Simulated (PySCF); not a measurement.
Geometry relaxation, with input and output: AlH$_{3}$S$_{2}$ (part 2 of 3)

AlH$_{3}$S$_{2}$, SMILES [SH][AlH][SH]; revPBE/Sapporo-DZP, RKS, dispersion D3(op) (PySCF 2.14.0). The geometry: force field.

Geometry of the input (Å):
```
S  -1.2796  -1.2028  -1.1768
Al 0.4636  0.0394  -0.5001
S  1.3821  -0.3922  1.4995
H  -2.1500  -0.2442  -0.5903
H  1.0569  1.1967  -1.4420
H  0.5690  0.5390  2.1635
```

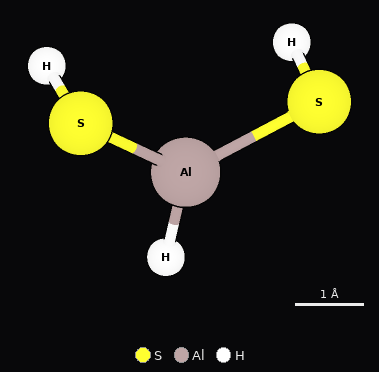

The input geometry (ball-and-stick view, seen at a tilt). Sticks mark near contacts.

Output, continued:
```
Geometry optimization cycle 11
Cartesian coordinates (Angstrom)
 Atom        New coordinates             dX        dY        dZ
   S  -1.248772  -1.241711  -1.354701    0.019718  0.003715  0.033978
  Al   0.252282   0.078282  -0.361224    0.030827  0.018905 -0.021638
   S   0.709602  -0.372327   1.750239   -0.141898  0.051296  0.011350
   H  -2.251819  -0.477588  -0.809259   -0.025445 -0.034059  0.040878
   H   1.024439   1.259379  -1.100422    0.046390  0.019732 -0.005112
   H   1.571004   0.692861   1.845365    0.067155 -0.066038 -0.054095

WARN: Even tempered Gaussians are generated as DF auxbasis for  S Al H

converged SCF energy = -1040.4274227296
--------------- DFRKS_Scanner gradients ---------------
         x                y                z
0 S     0.0009252337    -0.0020130575    -0.0003031080
1 Al    -0.0002734052     0.0009726507     0.0009814831
2 S    -0.0005892008    -0.0017027699    -0.0007118129
3 H    -0.0008631216     0.0015504384     0.0000519127
4 H    -0.0000235125    -0.0000541931    -0.0002188653
5 H     0.0008196959     0.0012573663     0.0001930343
----------------------------------------------
cycle 11: E = -1040.42742273  dE = -0.00131963  norm(grad) = 0.00402874
Step   10 : Displace = 8.327e-02/1.387e-01 (rms/max) Trust = 3.000e-01 (+) Grad = 1.645e-03/2.236e-03 (rms/max) E (change) = -1040.4274227296 (-1.320e-03) Quality = 1.124
Hessian Eigenvalues: 1.07632e-02 2.04189e-02 2.70552e-02 ... 1.87509e-01 2.29219e-01 2.92858e-01

Geometry optimization cycle 12
Cartesian coordinates (Angstrom)
 Atom        New coordinates             dX        dY        dZ
   S  -1.251595  -1.221913  -1.370088   -0.002823  0.019798 -0.015388
  Al   0.267353   0.071190  -0.373366    0.015071 -0.007093 -0.012142
   S   0.677825  -0.352000   1.752130   -0.031777  0.020327  0.001891
   H  -2.254081  -0.500664  -0.771319   -0.002262 -0.023076  0.037940
   H   1.042404   1.257858  -1.100146    0.017965 -0.001521  0.000276
   H   1.574792   0.682826   1.834168    0.003789 -0.010035 -0.011197

WARN: Even tempered Gaussians are generated as DF auxbasis for  S Al H

converged SCF energy = -1040.42761157697
--------------- DFRKS_Scanner gradients ---------------
         x                y                z
0 S     0.0007723563    -0.0010402064     0.0007585579
1 Al     0.0008508021    -0.0004614425     0.0004554522
2 S    -0.0007565505    -0.0008115589    -0.0007836513
3 H    -0.0009416021     0.0011635310    -0.0005512944
4 H    -0.0006181627     0.0005417403     0.0001513792
5 H     0.0006931643     0.0006129968    -0.0000283845
----------------------------------------------
cycle 12: E = -1040.42761158  dE = -0.000188847  norm(grad) = 0.00305667
Step   11 : Displace = 2.865e-02/4.492e-02 (rms/max) Trust = 3.000e-01 (=) Grad = 1.248e-03/1.595e-03 (rms/max) E (change) = -1040.4276115770 (-1.888e-04) Quality = 1.689
Hessian Eigenvalues: 2.20996e-03 1.35148e-02 4.99967e-02 ... 1.91676e-01 2.30288e-01 2.76745e-01

Geometry optimization cycle 13
Cartesian coordinates (Angstrom)
 Atom        New coordinates             dX        dY        dZ
   S  -1.300386  -1.040107  -1.460630   -0.048791  0.181806 -0.090541
  Al   0.334687   0.066769  -0.450075    0.067334 -0.004421 -0.076710
   S   0.468137  -0.205728   1.732403   -0.209688  0.146272 -0.019727
   H  -2.217026  -0.710511  -0.505203    0.037054 -0.209847  0.266116
   H   1.202065   1.218301  -1.125444    0.159662 -0.039557 -0.025299
   H   1.568694   0.599475   1.786804   -0.006098 -0.083351 -0.047364

WARN: Even tempered Gaussians are generated as DF auxbasis for  S Al H

converged SCF energy = -1040.42901565799
--------------- DFRKS_Scanner gradients ---------------
         x                y                z
0 S    -0.0002667334     0.0007396167     0.0071953486
1 Al     0.0054298810    -0.0055060463    -0.0026681862
2 S    -0.0003950911     0.0029687599    -0.0017375437
3 H    -0.0010904271     0.0006425667    -0.0040326573
4 H    -0.0026879842     0.0036022563     0.0022855713
5 H    -0.0010095310    -0.0024653278    -0.0010370844
----------------------------------------------
cycle 13: E = -1040.42901566  dE = -0.00140408  norm(grad) = 0.0135189
Step   12 : Displace = 2.113e-01/3.527e-01 (rms/max) Trust = 3.000e-01 (=) Grad = 5.519e-03/8.180e-03 (rms/max) E (change) = -1040.4290156580 (-1.404e-03) Quality = 2.064
Hessian Eigenvalues: 1.17873e-04 1.33343e-02 4.99983e-02 ... 2.27512e-01 2.60432e-01 6.30218e-01

Geometry optimization cycle 14
Cartesian coordinates (Angstrom)
 Atom        New coordinates             dX        dY        dZ
   S  -1.452350  -0.682606  -1.461126   -0.151964  0.357500 -0.000497
  Al   0.381710   0.071952  -0.506577    0.047022  0.005183 -0.056501
   S   0.273207   0.034649   1.694422   -0.194930  0.240377 -0.037982
   H  -2.092659  -1.068003  -0.333483    0.124367 -0.357492  0.171720
   H   1.381961   1.123449  -1.157856    0.179896 -0.094852 -0.032412
   H   1.564745   0.436833   1.751135   -0.003949 -0.162641 -0.035669

WARN: Even tempered Gaussians are generated as DF auxbasis for  S Al H

converged SCF energy = -1040.42858833749
--------------- DFRKS_Scanner gradients ---------------
         x                y                z
0 S    -0.0006178136     0.0003413222     0.0163284138
1 Al     0.0086340860    -0.0101921260    -0.0072730899
2 S     0.0025379244     0.0060093084    -0.0024002204
3 H    -0.0008316365     0.0017492757    -0.0083864049
4 H    -0.0027988178     0.0057963087     0.0046094238
5 H    -0.0069150255    -0.0036864623    -0.0028825865
----------------------------------------------
cycle 14: E = -1040.42858834  dE = 0.00042732  norm(grad) = 0.0274451
Step   13 : Displace = 2.857e-01/4.529e-01 (rms/max) Trust = 3.000e-01 (=) Grad = 1.120e-02/1.634e-02 (rms/max) E (change) = -1040.4285883375 (+4.273e-04) Quality = -0.215
Hessian Eigenvalues: 3.66113e-03 1.42568e-02 4.99973e-02 ... 2.21642e-01 2.36174e-01 3.91825e-01

Geometry optimization cycle 15
Cartesian coordinates (Angstrom)
 Atom        New coordinates             dX        dY        dZ
   S  -1.390432  -0.826477  -1.524275    0.061919 -0.143870 -0.063149
  Al   0.311208   0.086750  -0.453483   -0.070502  0.014798  0.053094
   S   0.399078  -0.068995   1.752131    0.125871 -0.103643  0.057710
   H  -2.177582  -0.933947  -0.427825   -0.084923  0.134056 -0.094342
   H   1.302274   1.133641  -1.127741   -0.079688  0.010193  0.030116
   H   1.612900   0.530737   1.762457    0.048155  0.093903  0.011323

WARN: Even tempered Gaussians are generated as DF auxbasis for  S Al H

converged SCF energy = -1040.43125479338
--------------- DFRKS_Scanner gradients ---------------
         x                y                z
0 S    -0.0025832643    -0.0003601963     0.0101801642
1 Al     0.0030102859    -0.0074906263    -0.0049095620
2 S     0.0060898536     0.0065332108    -0.0008205091
3 H     0.0013778430     0.0016718728    -0.0075536782
4 H    -0.0019462973     0.0042084355     0.0034051414
5 H    -0.0059423992    -0.0045376503    -0.0002998299
----------------------------------------------
cycle 15: E = -1040.43125479  dE = -0.00266646  norm(grad) = 0.0207604
Step   14 : Displace = 1.402e-01/1.970e-01 (rms/max) Trust = 1.428e-01 (-) Grad = 8.475e-03/1.051e-02 (rms/max) E (change) = -1040.4312547934 (-2.666e-03) Quality = 1.049
Hessian Eigenvalues: 4.35203e-03 1.53339e-02 4.63460e-02 ... 2.28691e-01 2.57532e-01 3.15793e-01

Geometry optimization cycle 16
Cartesian coordinates (Angstrom)
 Atom        New coordinates             dX        dY        dZ
   S  -1.416341  -0.760585  -1.532800   -0.025909  0.065892 -0.008525
  Al   0.281742   0.127642  -0.442576   -0.029466  0.040892  0.010907
   S   0.394404  -0.059757   1.764363   -0.004675  0.009238  0.012232
   H  -2.151236  -1.009289  -0.419562    0.026346 -0.075342  0.008263
   H   1.327070   1.097902  -1.148094    0.024796 -0.035739 -0.020353
   H   1.621106   0.520479   1.761068    0.008207 -0.010257 -0.001389

WARN: Even tempered Gaussians are generated as DF auxbasis for  S Al H

converged SCF energy = -1040.43281020222
--------------- DFRKS_Scanner gradients ---------------
         x                y                z
0 S    -0.0011056179    -0.0009090797     0.0079647820
1 Al     0.0006910199    -0.0055111235    -0.0049003066
2 S     0.0053073987     0.0049409949     0.0005018855
3 H     0.0008630027     0.0018610455    -0.0058871226
4 H    -0.0010101553     0.0031641091     0.0025920925
5 H    -0.0047345068    -0.0035294093    -0.0002605035
----------------------------------------------
cycle 16: E = -1040.4328102  dE = -0.00155541  norm(grad) = 0.0162709
Step   15 : Displace = 5.273e-02/7.766e-02 (rms/max) Trust = 2.020e-01 (+) Grad = 6.643e-03/8.092e-03 (rms/max) E (change) = -1040.4328102022 (-1.555e-03) Quality = 1.721
Hessian Eigenvalues: 4.03287e-03 1.10396e-02 2.95953e-02 ... 2.27716e-01 2.51082e-01 2.65108e-01

Geometry optimization cycle 17
Cartesian coordinates (Angstrom)
 Atom        New coordinates             dX        dY        dZ
   S  -1.488010  -0.605058  -1.512554   -0.071669  0.155527  0.020246
  Al   0.234447   0.240987  -0.429739   -0.047295  0.113344  0.012836
   S   0.365096  -0.089373   1.762072   -0.029307 -0.029616 -0.002291
   H  -2.016900  -1.183479  -0.390592    0.134336 -0.174190  0.028970
   H   1.364615   1.024712  -1.226750    0.037545 -0.073190 -0.078656
   H   1.593739   0.514921   1.780891   -0.027368 -0.005559  0.019823

WARN: Even tempered Gaussians are generated as DF auxbasis for  S Al H

converged SCF energy = -1040.43454704544
--------------- DFRKS_Scanner gradients ---------------
         x                y                z
0 S     0.0018928245     0.0004701860     0.0017752246
1 Al    -0.0010924509     0.0011006815    -0.0025101460
2 S    -0.0004999980    -0.0005926267     0.0020606491
3 H    -0.0005041720    -0.0004219132    -0.0004312361
4 H     0.0001105869    -0.0004171028     0.0000186865
5 H     0.0001116374    -0.0001373767    -0.0008979514
----------------------------------------------
cycle 17: E = -1040.43454705  dE = -0.00173684  norm(grad) = 0.00470648
Step   16 : Displace = 1.331e-01/1.935e-01 (rms/max) Trust = 2.857e-01 (+) Grad = 1.921e-03/2.951e-03 (rms/max) E (change) = -1040.4345470454 (-1.737e-03) Quality = 0.942
Hessian Eigenvalues: 4.36194e-03 1.05231e-02 3.25558e-02 ... 2.27889e-01 2.50161e-01 2.67598e-01

Geometry optimization cycle 18
Cartesian coordinates (Angstrom)
 Atom        New coordinates             dX        dY        dZ
   S  -1.479430  -0.631354  -1.525713    0.008580 -0.026296 -0.013158
  Al   0.243690   0.219582  -0.435438    0.009244 -0.021404 -0.005698
   S   0.384132  -0.125705   1.750634    0.019035 -0.036332 -0.011438
   H  -2.019948  -1.155251  -0.382139   -0.003048  0.028228  0.008454
   H   1.351112   1.043273  -1.225285   -0.013503  0.018561  0.001466
   H   1.572557   0.553599   1.799370   -0.021181  0.038678  0.018479

WARN: Even tempered Gaussians are generated as DF auxbasis for  S Al H

converged SCF energy = -1040.43465182294
--------------- DFRKS_Scanner gradients ---------------
         x                y                z
0 S     0.0004900457    -0.0000535266    -0.0000046916
1 Al    -0.0002993398     0.0003499680    -0.0006776985
2 S    -0.0003319586    -0.0004011938     0.0010394980
3 H    -0.0001398524     0.0000557503     0.0000598430
4 H    -0.0000317133    -0.0000413811    -0.0000357551
5 H     0.0003325833     0.0000892538    -0.0003658970
----------------------------------------------
cycle 18: E = -1040.43465182  dE = -0.000104777  norm(grad) = 0.0015965
Step   17 : Displace = 3.306e-02/4.425e-02 (rms/max) Trust = 3.000e-01 (+) Grad = 6.518e-04/1.163e-03 (rms/max) E (change) = -1040.4346518229 (-1.048e-04) Quality = 1.139
Hessian Eigenvalues: 5.02019e-03 1.02531e-02 2.98412e-02 ... 2.27642e-01 2.50923e-01 2.78082e-01

Geometry optimization cycle 19
Cartesian coordinates (Angstrom)
 Atom        New coordinates             dX        dY        dZ
   S  -1.487859  -0.621488  -1.525508   -0.008430  0.009866  0.000204
  Al   0.245231   0.216282  -0.437591    0.001540 -0.003300 -0.002153
   S   0.387463  -0.130273   1.745807    0.003332 -0.004567 -0.004827
   H  -2.011931  -1.164498  -0.383598    0.008016 -0.009247 -0.001459
   H   1.350337   1.043063  -1.227876   -0.000775 -0.000210 -0.002592
   H   1.567229   0.560853   1.808933   -0.005328  0.007255  0.009563

WARN: Even tempered Gaussians are generated as DF auxbasis for  S Al H

converged SCF energy = -1040.4346675857
--------------- DFRKS_Scanner gradients ---------------
         x                y                z
0 S    -0.0000710206    -0.0000614014    -0.0002062363
1 Al    -0.0001460229    -0.0000613186     0.0000948488
2 S     0.0002097278     0.0001010397     0.0002545830
3 H     0.0000922876     0.0000836674    -0.0000502769
4 H    -0.0000116841     0.0000070316    -0.0000354624
5 H    -0.0000545690    -0.0000737841    -0.0000403090
----------------------------------------------
cycle 19: E = -1040.43466759  dE = -1.57628e-05  norm(grad) = 0.000483703
Step   18 : Displace = 9.315e-03/1.403e-02 (rms/max) Trust = 3.000e-01 (=) Grad = 1.975e-04/3.450e-04 (rms/max) E (change) = -1040.4346675857 (-1.576e-05) Quality = 1.092
Hessian Eigenvalues: 5.14266e-03 9.64710e-03 3.25639e-02 ... 2.29223e-01 2.48253e-01 3.02730e-01

Geometry optimization cycle 20
Cartesian coordinates (Angstrom)
 Atom        New coordinates             dX        dY        dZ
   S  -1.487748  -0.624106  -1.522867    0.000111 -0.002619  0.002642
  Al   0.248578   0.217854  -0.442469    0.003347  0.001572 -0.004878
   S   0.385223  -0.137687   1.738477   -0.002240 -0.007415 -0.007330
   H  -2.007320  -1.163104  -0.376739    0.004612  0.001393  0.006858
   H   1.352485   1.046224  -1.232734    0.002149  0.003162 -0.004858
   H   1.557414   0.565051   1.814945   -0.009816  0.004198  0.006012

WARN: Even tempered Gaussians are generated as DF auxbasis for  S Al H

converged SCF energy = -1040.43467105075
--------------- DFRKS_Scanner gradients ---------------
         x                y                z
0 S    -0.0001133732    -0.0000881588    -0.0001461707
1 Al     0.0000888721     0.0000776331     0.0003053068
2 S     0.0000371958     0.0000039230    -0.0001307221
3 H     0.0000220547     0.0000269158     0.0000388574
4 H     0.0000244900    -0.0000069916    -0.0000507225
5 H    -0.0000386478    -0.0000150050    -0.0000014923
----------------------------------------------
cycle 20: E = -1040.43467105  dE = -3.46505e-06  norm(grad) = 0.000418664
Step   19 : Displace = 8.149e-03/1.096e-02 (rms/max) Trust = 3.000e-01 (=) Grad = 1.709e-04/3.273e-04 (rms/max) E (change) = -1040.4346710508 (-3.465e-06) Quality = 0.877
Hessian Eigenvalues: 5.96189e-03 9.51455e-03 3.30176e-02 ... 2.28841e-01 2.49407e-01 2.79063e-01

Geometry optimization cycle 21
Cartesian coordinates (Angstrom)
 Atom        New coordinates             dX        dY        dZ
   S  -1.489008  -0.621809  -1.522558   -0.001260  0.002297  0.000309
  Al   0.248086   0.217696  -0.442586   -0.000492 -0.000159 -0.000116
   S   0.384177  -0.135024   1.739229   -0.001047  0.002663  0.000752
   H  -2.007738  -1.165158  -0.378200   -0.000419 -0.002054 -0.001460
   H   1.352675   1.045387  -1.232331    0.000190 -0.000837  0.000402
   H   1.559227   0.563209   1.814224    0.001813 -0.001843 -0.000721

WARN: Even tempered Gaussians are generated as DF auxbasis for  S Al H

converged SCF energy = -1040.43467153031
--------------- DFRKS_Scanner gradients ---------------
         x                y                z
0 S    -0.0000280855    -0.0000232562    -0.0000118003
1 Al     0.0000189591     0.0000096946     0.0000879992
2 S     0.0000178298     0.0000142053    -0.0000517268
3 H     0.0000110979     0.0000077248    -0.0000122201
4 H     0.0000050416    -0.0000049825    -0.0000066610
5 H    -0.0000046895    -0.0000055943     0.0000097111
----------------------------------------------
cycle 21: E = -1040.43467153  dE = -4.79557e-07  norm(grad) = 0.000115913
Step   20 : Displace = 2.180e-03/3.119e-03 (rms/max) Trust = 3.000e-01 (=) Grad = 4.732e-05/9.054e-05 (rms/max) E (change) = -1040.4346715303 (-4.796e-07) Quality = 1.024
Hessian Eigenvalues: 6.11431e-03 9.52139e-03 3.13727e-02 ... 2.28811e-01 2.48858e-01 2.81954e-01

Geometry optimization cycle 22
Cartesian coordinates (Angstrom)
 Atom        New coordinates             dX        dY        dZ
   S  -1.489321  -0.621623  -1.522603   -0.000312  0.000186 -0.000044
  Al   0.247902   0.217644  -0.442978   -0.000184 -0.000052 -0.000393
   S   0.383732  -0.134875   1.739072   -0.000444  0.000149 -0.000157
   H  -2.007917  -1.165216  -0.378270   -0.000179 -0.000058 -0.000070
   H   1.352492   1.045478  -1.232528   -0.000183  0.000091 -0.000196
   H   1.558983   0.563060   1.813921   -0.000244 -0.000149 -0.000303

WARN: Even tempered Gaussians are generated as DF auxbasis for  S Al H

converged SCF energy = -1040.43467155485
--------------- DFRKS_Scanner gradients ---------------
         x                y                z
0 S     0.0000059754    -0.0000011685     0.0000091782
1 Al     0.0000039150    -0.0000000543     0.0000103737
2 S     0.0000075548     0.0000045535    -0.0000053650
3 H     0.0000015419    -0.0000008338    -0.0000041126
4 H     0.0000014697    -0.0000020239     0.0000002593
5 H    -0.0000003174    -0.0000026655     0.0000048807
----------------------------------------------
cycle 22: E = -1040.43467155  dE = -2.45411e-08  norm(grad) = 2.02035e-05
Step   21 : Displace = 1.932e-04/2.473e-04 (rms/max) Trust = 3.000e-01 (=) Grad = 8.248e-06/1.109e-05 (rms/max) E (change) = -1040.4346715548 (-2.454e-08) Quality = 0.767
Hessian Eigenvalues: 6.21610e-03 9.54017e-03 2.32838e-02 ... 2.28668e-01 2.48298e-01 2.82434e-01

Geometry optimization cycle 23
Cartesian coordinates (Angstrom)
 Atom        New coordinates             dX        dY        dZ
   S  -1.489777  -0.621545  -1.522832   -0.000456  0.000078 -0.000229
  Al   0.247549   0.217622  -0.443418   -0.000353 -0.000022 -0.000440
   S   0.383271  -0.134903   1.738730   -0.000461 -0.000028 -0.000342
   H  -2.008186  -1.165143  -0.378396   -0.000269  0.000072 -0.000126
   H   1.352118   1.045607  -1.232827   -0.000373  0.000129 -0.000299
   H   1.558506   0.563091   1.813555   -0.000477  0.000031 -0.000366

WARN: Even tempered Gaussians are generated as DF auxbasis for  S Al H

converged SCF energy = -1040.43467155208
```
